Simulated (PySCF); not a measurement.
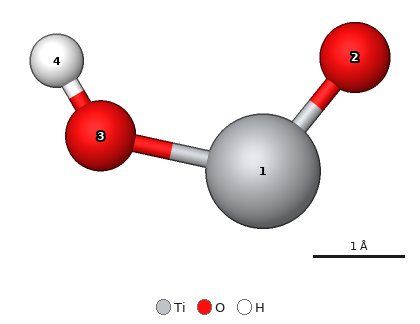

**Figure 1.** The structure as given in the input (ball-and-stick view, seen on its broad side; atoms are numbered from 1 in the order of the input). Sticks mark near contacts.

## Frequency calculation, with input and output: TiOOH

System: TiOOH, multiplicity 2.
Method: UKS-based PBE0, Ti def2-TZVP, O def2-TZVP, H def2-TZVP; non-relativistic Hamiltonian; density fitting (PySCF 2.14.0).

**Input**
```python
from pyscf import gto, scf, dft
mol = gto.M(atom='''
Ti     0.088568    -0.167787    -0.335962
O      1.384343     0.205794     0.545915
O     -1.540077     0.252659     0.379787
H     -1.797184     0.665690     1.203301''',
    basis={'Ti': 'def2-TZVP', 'O': 'def2-TZVP', 'H': 'def2-TZVP'},
    charge=0, spin=1)
mf = dft.UKS(mol, xc='PBE0')
mf.grids.atom_grid = (75, 302)
aux = {'Ti': 'def2-universal-JKFIT', 'O': 'def2-universal-JKFIT', 'H': 'def2-universal-JKFIT'}
mf = mf.density_fit(auxbasis=aux)
mf.conv_tol = 1e-09
mf.diis_space = 10
mf.max_cycle = 60
mf.verbose = 4
mf.kernel()
```

The script is an equivalent of the set-up of the self-consistent field. The run itself was carried out by a driver, which started from the orbitals of the step before it where there was one and computed the further properties.

Machine: 4 threads of Arm Neoverse V2, 24 GiB of memory available, shared host.

Command:
```bash
OMP_NUM_THREADS=4 python axn.py task.json out
```

**Output**
```
init E= -1000.27336059383
  alpha nocc = 20  HOMO = -0.191163084600682  LUMO = -0.0387176218103669
  beta  nocc = 19  HOMO = -0.311364395266564  LUMO = -0.0747999286862607
  HOMO = -0.191163084601  LUMO = -0.0747999286863  gap/eV = 3.16640
cycle= 1 E= -1000.27336059382  delta_E= 6.59e-12  |g|= 8.58e-07  |ddm|= 7.49e-07
  alpha nocc = 20  HOMO = -0.191162815496178  LUMO = -0.0387172679446084
  beta  nocc = 19  HOMO = -0.311364454711396  LUMO = -0.0747997867301416
  HOMO = -0.191162815496  LUMO = -0.0747997867301  gap/eV = 3.16640
Extra cycle  E= -1000.27336059382  delta_E= 1.82e-12  |g|= 2.92e-06  |ddm|= 1.69e-06
converged SCF energy = -1000.27336059382  <S^2> = 0.75696076  2S+1 = 2.0069487
```

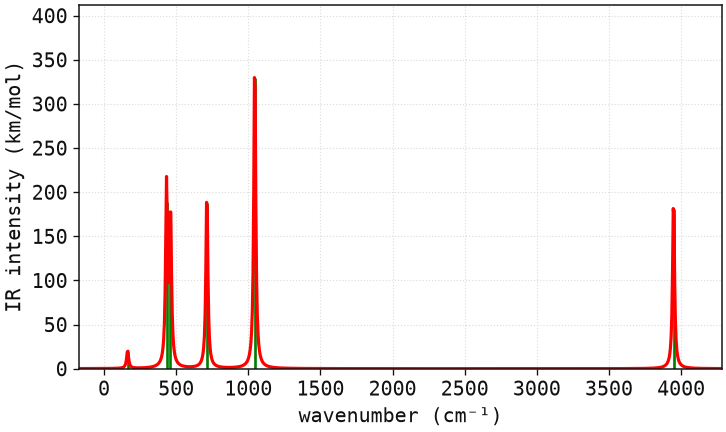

**Figure 2.** Harmonic infrared spectrum, unscaled: sticks (degenerate modes added up, dark ones marked on the axis) with a Lorentzian envelope of 16 cm⁻¹ full width, scaled to the tallest stick. 6 modes from 163 to 3947 cm⁻¹, none imaginary. The strongest line is at 1045 cm⁻¹ (330 km/mol). All modes, in cm⁻¹ (km/mol): 163 (19.3), 433 (189), 461 (163), 713 (188), 1045 (330), 3947 (180).

**Results in brief**

```tsv
quantity	value
outcome	converged
total energy	−1000.273361 hartree
⟨S²⟩	0.757
zero-point energy	0.015405 hartree
dipole moment	3.90 D
wavenumbers, lowest and highest	163 and 3947 cm⁻¹
wall time	77 s (CPU time 4.1 min)
peak memory	1.3 GiB
```
